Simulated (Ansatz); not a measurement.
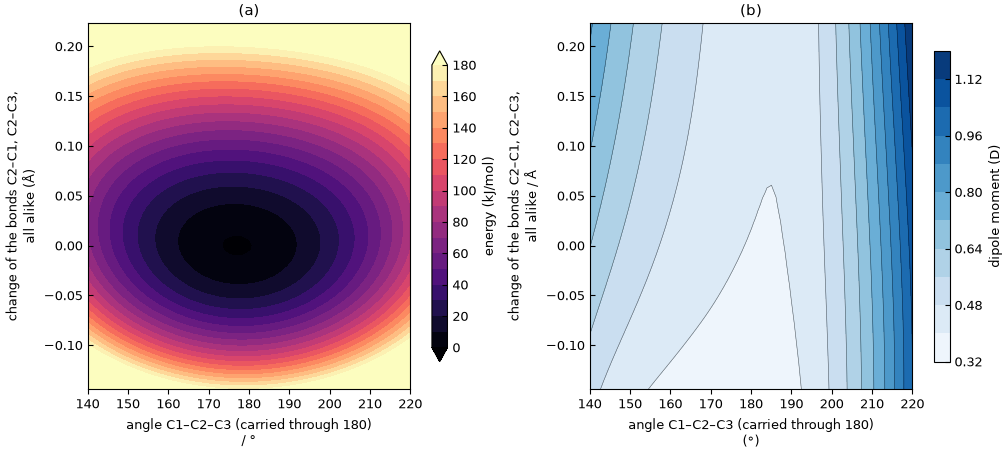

C₃H₄Zn, SMILES C=C=[CH][ZnH]. 
- Coordinates scanned: (1) angle C1–C2–C3 (carried through 180); (2) change of the bonds C2–C1, C2–C3, all alike.
- Nothing is relaxed (all other coordinates rigid).
- The scan uses a 9 × 9 grid.
- Points are written as (first, second).
- Energies are in kJ/mol, from the lowest grid point.
- Level of theory: RKS r2SCAN-D4/def2-SVP (Ansatz).

Panel (a) is the energy and panel (b) the computed dipole moment on the same grid.

Drawn: filled contours, one colour for all values above the top of the scale. Between grid points the surface is interpolated.

How does the dipole moment vary over the map, and what is it at the lowest grid point?

Answer. Leaving out the highest fifth of the energies, it runs from 0.35 D at (180°, −0.144 Å) to 1.14 D at (220°, 0.131 Å). At the lowest grid point, (180°, −0.007 Å), it is 0.40 D.

```
second ↓, first →   140   150   160   170   180   190   200   210   220
            0.223  0.81  0.65  0.54  0.47  0.41  0.41  0.54  0.82  1.20
            0.177  0.78  0.63  0.53  0.46  0.41  0.41  0.53  0.80  1.17
            0.131  0.75  0.61  0.51  0.45  0.41  0.41  0.53  0.78  1.14
            0.085  0.71  0.58  0.50  0.44  0.41  0.41  0.52  0.76  1.11
            0.039  0.68  0.56  0.48  0.43  0.40  0.41  0.51  0.75  1.09
           −0.007  0.64  0.53  0.46  0.42  0.40  0.41  0.51  0.73  1.07
           −0.053  0.59  0.50  0.44  0.40  0.39  0.40  0.50  0.72  1.05
           −0.099  0.55  0.46  0.41  0.38  0.37  0.39  0.50  0.71  1.04
           −0.144  0.51  0.42  0.38  0.36  0.35  0.38  0.49  0.71  1.04
```
